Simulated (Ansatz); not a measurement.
# Converging the k-point mesh: a (001) slab of Fe2Si (cut from a parent of space group no. 139; 6 atoms in the cell)

```
CELL_PARAMETERS angstrom
      2.68689     0.00000     0.00000
      0.00000     2.68689     0.00000
      0.00000     0.00000    21.28690
ATOMIC_POSITIONS crystal
  Fe 0.00000 0.00000 0.32884
  Fe 0.50000 0.50000 0.67116
  Si 0.00000 0.00000 0.60427
  Fe 0.50000 0.50000 0.53738
  Fe 0.00000 0.00000 0.46262
  Si 0.50000 0.50000 0.39573
```
Moments meant for the start (each program seeds them in its own way; μB, in the order of the atoms Fe Fe Si Fe Fe Si): 4.0 4.0 0.0 4.0 4.0 0.0.

Level of theory: PBEsol, default PAW files made with PBE (plane waves; Ansatz, a quantum-chemistry and plane-wave program).

Base settings: basis.ecutwfc = 420 eV; kpoints.mp_grid.grid = 9 9 1; hamiltonian.xc = pbesol; hamiltonian.pseudopotentials = {kind: paw} (the program's default PAW files); magnetization.spin_polarized = true; scf.occupations.method = gaussian; scf.occupations.width = 0.1 eV.

Only quantities that move along the ladder and can be compared are tabulated.

The magnetic state is not the same in all runs (site moments differ, or a search went on to a lower state), so steps between rows are not convergence errors alone.

These are the values that this program gave, and no reference: magnetic slabs can end in a higher state.

The starting cell comes from a database of computed structures (which also holds hypothetical and non-ambient phases and stackings), without a prior relaxation at this level. The slab is cut from that crystal, and its faces are unrelaxed. Its lattice was rescaled by up to half a per cent. The magnetic order is the one reached from the typed start; others were not searched systematically.

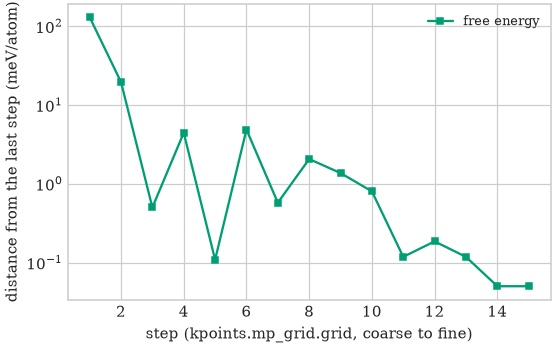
Distance from the last step along the ladder; very small values are drawn at a floor.

```tsv
kpoints.mp_grid.grid	free energy less the last step's (meV/atom)	largest difference of a force vector from the last step's (eV/Å)	net moment (μB/atom)
2 2 1	130.12	1.063	1.354
3 3 1	19.52	0.470	1.198
4 4 1	-0.50	0.574	0.814
5 5 1	-4.44	0.093	0.921
6 6 1	0.11	0.028	1.029
7 7 1	4.88	0.046	1.021
8 8 1	-0.57	0.025	1.057
9 9 1	-2.06	0.017	1.034
10 10 1	1.37	0.020	1.009
12 12 1	-0.80	0.018	1.030
14 14 1	0.12	0.019	1.019
17 17 1	0.19	0.002	1.026
19 19 1	-0.12	0.003	1.028
23 23 1	0.00	0.003	1.025
27 27 1	0.01	0.000	1.025
31 31 1	0.00	0.000	1.026
```

Coarsest kpoints.mp_grid.grid that holds the forces within 0.01 eV/Å of the last step, with all finer ones: 17 17 1; the step before is off by 0.019 eV/Å.

Coarsest kpoints.mp_grid.grid that holds the free energy within 1 meV/atom of the last step, with all finer ones: 12 12 1; the step before is off by 1.4 meV/atom.

Coarsest kpoints.mp_grid.grid that holds the net moment within 0.05 μB/atom of the last step, with all finer ones: 6 6 1; the step before is off by 0.10 μB/atom.

Keys are those of Ansatz 0.2.
